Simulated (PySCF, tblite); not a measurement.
# C5H9FS: a rotation path, then NMR shifts on frames, part 1 of 2

Aim: move C5H9FS (`CCC[C@]1(F)CS1`) away from its starting geometry and see how NMR shifts follow the geometry.

Computed with tblite 0.8.0 and PySCF 2.14.0, with density-fitted response routines of our own, on a single molecule in the gas phase. Atoms count from 0, in the outputs and in this text.

### Step 1. Starting geometry

16 atoms, charge 0, multiplicity 1; geometry from: GFN2-xTB.

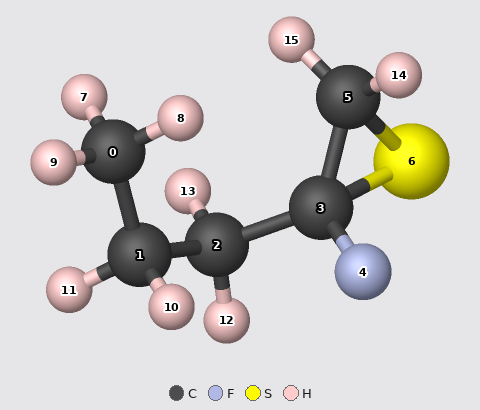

The starting geometry (carbon dark grey, fluorine light blue, sulfur yellow, hydrogen pink), atoms numbered.

### Step 2. The rotation path with GFN2-xTB

Job settings and geometry (Å):

```
{"job": {"kind": "neb", "xc": "GFN2-xTB", "basis": "xTB", "atoms": [1, 2, 3, 5], "turn": 120}, "charge": 0, "multiplicity": 1}
C      1.505833     0.819791     0.454398
C      1.293452    -0.358432    -0.488168
C     -0.007541    -1.123015    -0.217153
C     -1.228385    -0.282089    -0.483226
F     -1.265948     0.170667    -1.768100
C     -1.833732     0.617179     0.524160
S     -2.820728    -0.853948     0.157293
H      1.472140     0.495053     1.492405
H      0.746793     1.583293     0.302341
H      2.478355     1.269752     0.271095
H      1.288070    -0.002875    -1.520217
H      2.121502    -1.061303    -0.380363
H     -0.049108    -1.999421    -0.868555
H     -0.044227    -1.464245     0.818600
H     -2.260238     1.549819     0.178483
H     -1.403836     0.648717     1.515596
```

With the program's defaults for keys left out, this is: GFN2-xTB climbing-image nudged elastic band, gas phase.

Run with:

```console
> OMP_NUM_THREADS=1 python probes_run.py task.json out
```

The driver reads the jobs from task.json and runs them one after another.

Output:

```text
image   E - E0 / eV
  0      -0.0000
  1       0.0160
  2       0.0593
  3       0.1194
  4       0.1663
  5       0.1645
  6       0.1249
  7       0.0894
  8       0.0835
```

Run time: 3 s. Hardware: 1 thread of Arm Neoverse V1, shared host; peak memory 0.18 GiB.

The final band, with the dihedral C1–C2–C3–C5:

| image | dihedral (°) | energy (eV) | energy (kcal/mol) |
| --- | --- | --- | --- |
| 0 | -87 | 0.000 | 0.0 |
| 1 | -76 | 0.016 | 0.4 |
| 2 | -65 | 0.059 | 1.4 |
| 3 | -53 | 0.119 | 2.8 |
| 4 | -37 | 0.166 | 3.8 |
| 5 | -22 | 0.165 | 3.8 |
| 6 | -5 | 0.125 | 2.9 |
| 7 | 13 | 0.089 | 2.1 |
| 8 | 23 | 0.084 | 1.9 |

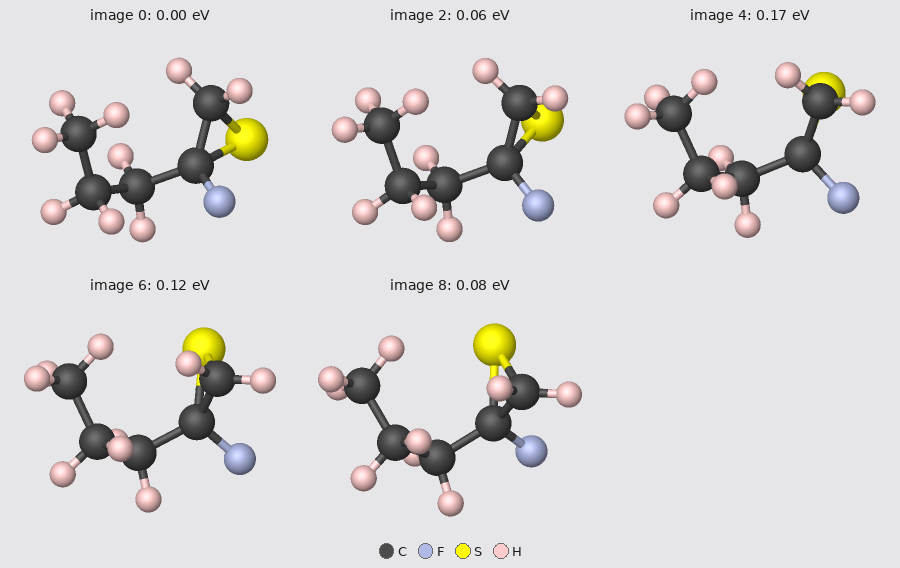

Images along the band.

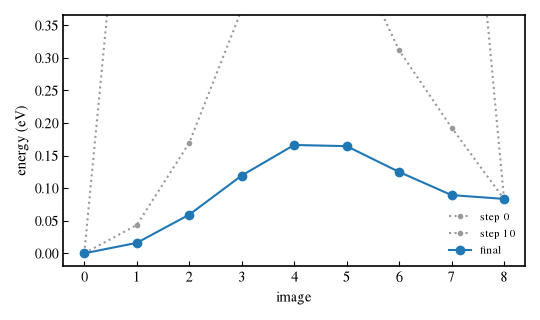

Energy along the band, early and final.

### Step 3. Nuclear shieldings: image 0, PBE0/pcSseg-1

Job settings and geometry (Å):

```
{"job": {"kind": "nmr", "xc": "PBE0", "basis": "pcSseg-1", "pop": false}, "charge": 0, "multiplicity": 1}
C      1.505800     0.819800     0.454400
C      1.293500    -0.358400    -0.488200
C     -0.007500    -1.123000    -0.217200
C     -1.228400    -0.282100    -0.483200
F     -1.265900     0.170700    -1.768100
C     -1.833700     0.617200     0.524200
S     -2.820700    -0.853900     0.157300
H      1.472100     0.495100     1.492400
H      0.746800     1.583300     0.302300
H      2.478400     1.269800     0.271100
H      1.288100    -0.002900    -1.520200
H      2.121500    -1.061300    -0.380400
H     -0.049100    -1.999400    -0.868600
H     -0.044200    -1.464200     0.818600
H     -2.260200     1.549800     0.178500
H     -1.403800     0.648700     1.515600
```

Level: GIAO PBE0/pcSseg-1 NMR shielding, non-relativistic, gas phase.

Output:

```text
coarse grid: 13720 points
cycle   1  E = -693.3277718201  dE =  8.418e-01  |g| = 5.534e-01  |ddm| = 3.521e+00
cycle   2  E = -693.2860122930  dE =  4.176e-02  |g| = 7.637e-01  |ddm| = 9.386e-01
cycle   3  E = -693.3906263108  dE = -1.046e-01  |g| = 8.475e-02  |ddm| = 5.549e-01
cycle   4  E = -693.3920286959  dE = -1.402e-03  |g| = 3.360e-02  |ddm| = 9.837e-02
cycle   5  E = -693.3922884055  dE = -2.597e-04  |g| = 8.702e-03  |ddm| = 3.946e-02
cycle   6  E = -693.3923072298  dE = -1.882e-05  |g| = 3.039e-03  |ddm| = 1.445e-02
cycle   7  E = -693.3923091542  dE = -1.924e-06  |g| = 7.181e-04  |ddm| = 3.406e-03
final grid: 127744 points
cycle   8  E = -693.4432082645  dE = -3.943e-05  |g| = 9.860e-03  |ddm| = 2.936e-02
cycle   9  E = -693.4431794737  dE =  2.879e-05  |g| = 1.467e-02  |ddm| = 2.146e-02
cycle  10  E = -693.4432313439  dE = -5.187e-05  |g| = 1.396e-03  |ddm| = 1.461e-02
cycle  11  E = -693.4432318312  dE = -4.873e-07  |g| = 2.775e-04  |ddm| = 1.678e-03
cycle  12  E = -693.4432318487  dE = -1.756e-08  |g| = 5.697e-05  |ddm| = 2.830e-04
cycle  13  E = -693.4432318494  dE = -6.041e-10  |g| = 2.396e-05  |ddm| = 7.577e-05
converged SCF energy = -693.4432318494

GIAO shielding tensors (ppm)
atom      isotropic    diamagn.    paramagn.     s11        s22        s33       span
  0 C      171.202     248.351     -77.149    159.238    170.284    184.084     24.845
  1 C      163.793     247.176     -83.383    153.719    165.063    172.598     18.878
  2 C      141.482     248.049    -106.566    121.424    143.641    159.383     37.958
  3 C       89.805     243.122    -153.317     36.696     81.206    151.512    114.816
  4 F      350.831     475.663    -124.832    308.828    326.307    417.359    108.531
  5 C      152.796     252.090     -99.294    126.218    158.122    174.048     47.830
  6 S      658.550    1054.318    -395.768    214.429    677.130   1084.092    869.663
  7 H       31.081      30.706       0.375     27.343     28.957     36.941      9.598
  8 H       30.443      31.686      -1.243     25.349     31.378     34.602      9.253
  9 H       30.441      28.831       1.610     25.639     27.490     38.195     12.556
 10 H       29.748      30.713      -0.965     25.438     28.884     34.923      9.485
 11 H       30.158      29.978       0.180     24.281     28.807     37.388     13.107
 12 H       28.534      29.436      -0.902     23.190     28.873     33.541     10.351
 13 H       30.460      31.173      -0.714     25.303     30.615     35.460     10.157
 14 H       28.778      28.924      -0.146     23.588     25.930     36.816     13.228
 15 H       29.428      30.603      -1.174     24.944     26.423     36.917     11.973
```

Wall time 25 s (1 thread of Arm Neoverse V1, shared host); peak memory 0.78 GiB.

Shifts follow as δ = σ(reference) − σ, with reference shieldings (ppm) from runs at the same level and on the same kind of geometry: 1H TMS 31.72, 13C TMS 186.9, 19F CFCl3 170.9, 33S CS2 504. The references are single molecules in the gas phase, so shifts against H2O, NH3, PH3, H3PO4 or CFCl3 are not on the usual liquid scales and can be off by tens of ppm. Each atom is listed at this fixed geometry, with no averaging over motion; a spectrum would average atoms that exchange fast.

| atoms | environment | σ (ppm) | δ (ppm) |
| --- | --- | --- | --- |
| C3 | three-membered-ring carbon bearing a halogen | 89.8 | 97.1 |
| C2 | sp3 CH2 | 141.5 | 45.4 |
| C5 | thiirane ring carbon | 152.8 | 34.1 |
| C1 | sp3 CH2 | 163.8 | 23.1 |
| C0 | methyl carbon | 171.2 | 15.7 |
| H12 | hydrogen on an sp3 CH2 | 28.53 | 3.18 |
| H14 | hydrogen on a thiirane ring carbon | 28.78 | 2.94 |
| H15 | hydrogen on a thiirane ring carbon | 29.43 | 2.29 |
| H10 | hydrogen on an sp3 CH2 | 29.75 | 1.97 |
| H11 | hydrogen on an sp3 CH2 | 30.16 | 1.56 |
| H9 | hydrogen on a methyl carbon | 30.44 | 1.28 |
| H8 | hydrogen on a methyl carbon | 30.44 | 1.27 |
| H13 | hydrogen on an sp3 CH2 | 30.46 | 1.26 |
| H7 | hydrogen on a methyl carbon | 31.08 | 0.64 |
| F4 | fluorine on an sp3 carbon | 350.8 | -179.9 |
| S6 | sulfide sulfur | 659 | -155 |

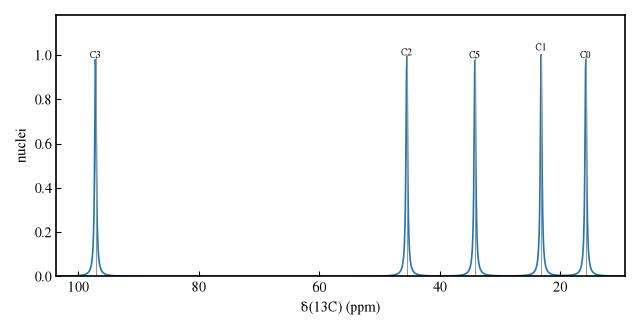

13C lines at the computed shifts, without couplings. Lines are broadened to a width of 0.33 ppm (Lorentzian).

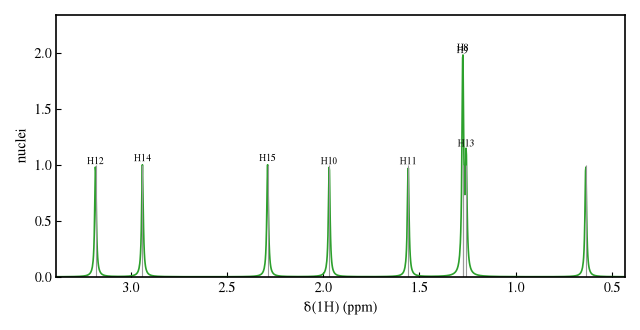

1H lines at the computed shifts, without couplings. Lines are broadened to a width of 0.01 ppm (Lorentzian).

Ring of atoms C3, C5, S6: NICS(0) -44.7, NICS(1) -7.8, NICS(1)zz -18.8 ppm (means of both faces; NICS(1) differs between them: -9.2 and -6.5).

The two faces differ (NICS(1)zz -16.1 and -21.5 ppm).

In rings of three or four atoms NICS is ruled by the nearby σ bonds, so it says little on aromaticity.

The fields below are evaluated on a grid from the run's orbitals.

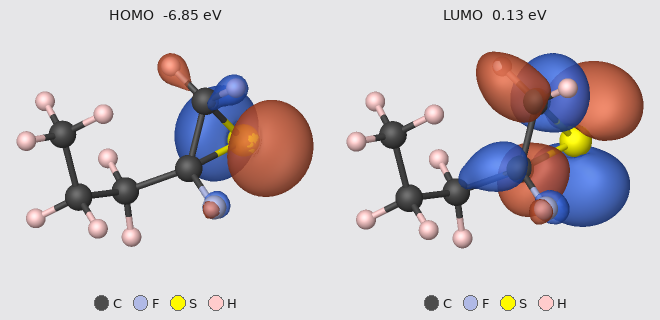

PBE0/pcSseg-1 orbitals near the gap, drawn at the value that encloses 70 % of each; the two colours are the two signs.

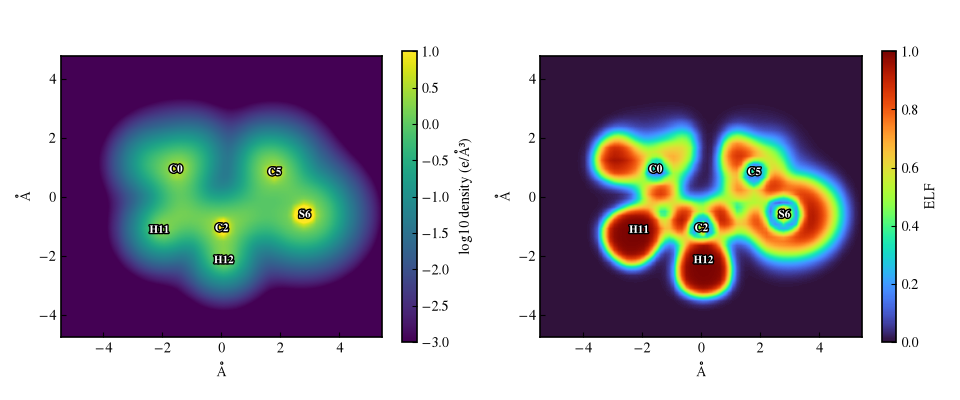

Density (left) and ELF (right) in a plane through or near 6 of the atoms.

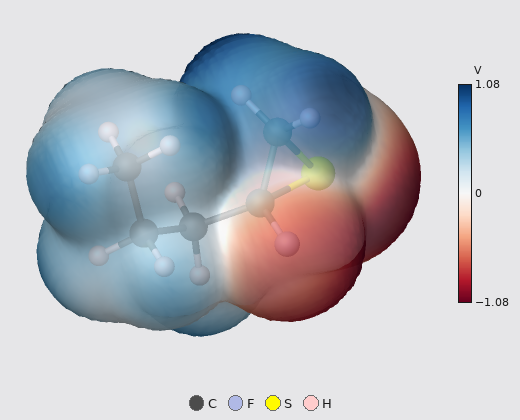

The potential that a unit positive charge feels on the 0.002 e/bohr³ surface, from the 1st to the 99th percentile, from -1.07 V near S6 to 1.08 V near H15.

### Step 4. NMR shieldings: image 2, PBE0/pcSseg-1

Job settings and geometry (Å):

```
{"job": {"kind": "nmr", "xc": "PBE0", "basis": "pcSseg-1", "pop": false}, "charge": 0, "multiplicity": 1}
C      1.525100     0.738900     0.623800
C      1.259600    -0.255600    -0.502200
C      0.009900    -1.118300    -0.280200
C     -1.292000    -0.383400    -0.478200
F     -1.611100    -0.281800    -1.801100
C     -1.785900     0.732800     0.358300
S     -2.688000    -0.815600     0.592900
H      1.430000     0.251800     1.592200
H      0.838600     1.580300     0.583500
H      2.535300     1.132200     0.544200
H      1.172200     0.275700    -1.451400
H      2.113200    -0.932200    -0.577900
H      0.013400    -1.943700    -0.997500
H      0.022900    -1.544600     0.723900
H     -2.352200     1.508000    -0.142800
H     -1.198600     1.064500     1.201300
```

Method: GIAO PBE0/pcSseg-1 NMR shielding, non-relativistic, gas phase.

Output:

```text
coarse grid: 13720 points
cycle   1  E = -693.3224830804  dE =  8.392e-01  |g| = 5.582e-01  |ddm| = 3.511e+00
cycle   2  E = -693.2779859370  dE =  4.450e-02  |g| = 7.767e-01  |ddm| = 9.383e-01
cycle   3  E = -693.3862023647  dE = -1.082e-01  |g| = 8.489e-02  |ddm| = 5.559e-01
cycle   4  E = -693.3876245465  dE = -1.422e-03  |g| = 3.408e-02  |ddm| = 9.881e-02
cycle   5  E = -693.3878954939  dE = -2.709e-04  |g| = 8.660e-03  |ddm| = 3.922e-02
cycle   6  E = -693.3879141401  dE = -1.865e-05  |g| = 3.040e-03  |ddm| = 1.420e-02
cycle   7  E = -693.3879160657  dE = -1.926e-06  |g| = 7.149e-04  |ddm| = 3.347e-03
final grid: 127744 points
cycle   8  E = -693.4393426218  dE = -3.878e-05  |g| = 9.985e-03  |ddm| = 3.007e-02
cycle   9  E = -693.4393148067  dE =  2.782e-05  |g| = 1.466e-02  |ddm| = 2.081e-02
cycle  10  E = -693.4393660540  dE = -5.125e-05  |g| = 1.452e-03  |ddm| = 1.396e-02
cycle  11  E = -693.4393665782  dE = -5.242e-07  |g| = 2.751e-04  |ddm| = 1.653e-03
cycle  12  E = -693.4393665954  dE = -1.716e-08  |g| = 5.819e-05  |ddm| = 2.883e-04
cycle  13  E = -693.4393665960  dE = -5.775e-10  |g| = 2.689e-05  |ddm| = 7.485e-05
converged SCF energy = -693.4393665960

GIAO shielding tensors (ppm)
atom      isotropic    diamagn.    paramagn.     s11        s22        s33       span
  0 C      169.644     248.068     -78.424    154.847    169.826    184.259     29.412
  1 C      163.593     246.941     -83.348    153.991    164.102    172.688     18.697
  2 C      139.904     247.425    -107.521    118.277    142.652    158.783     40.507
  3 C       88.355     243.560    -155.205     37.602     79.856    147.608    110.007
  4 F      337.285     474.347    -137.061    279.588    313.346    418.922    139.334
  5 C      155.595     251.883     -96.288    128.186    161.157    177.440     49.254
  6 S      633.375    1054.459    -421.083    172.884    659.039   1068.202    895.318
  7 H       31.147      30.459       0.687     27.374     29.553     36.512      9.138
  8 H       30.366      31.384      -1.018     25.343     31.006     34.748      9.405
  9 H       30.411      28.710       1.701     25.566     27.535     38.131     12.564
 10 H       29.849      30.837      -0.988     25.824     28.979     34.745      8.921
 11 H       30.147      30.023       0.124     23.918     29.045     37.478     13.559
 12 H       28.458      29.436      -0.978     23.836     28.599     32.938      9.102
 13 H       29.905      30.693      -0.788     24.286     30.998     34.432     10.146
 14 H       28.822      28.756       0.066     23.433     25.909     37.125     13.691
 15 H       29.023      30.780      -1.757     23.911     26.413     36.746     12.835
```

Run time: 19 s. Hardware: 1 thread of Arm Neoverse V1, shared host; peak memory 0.82 GiB.

This run: δ C3 98.6, C2 47.0, C5 31.3, C1 23.3, H12 3.26, H14 2.89 ppm.

(Continued in part 2 of 2.)
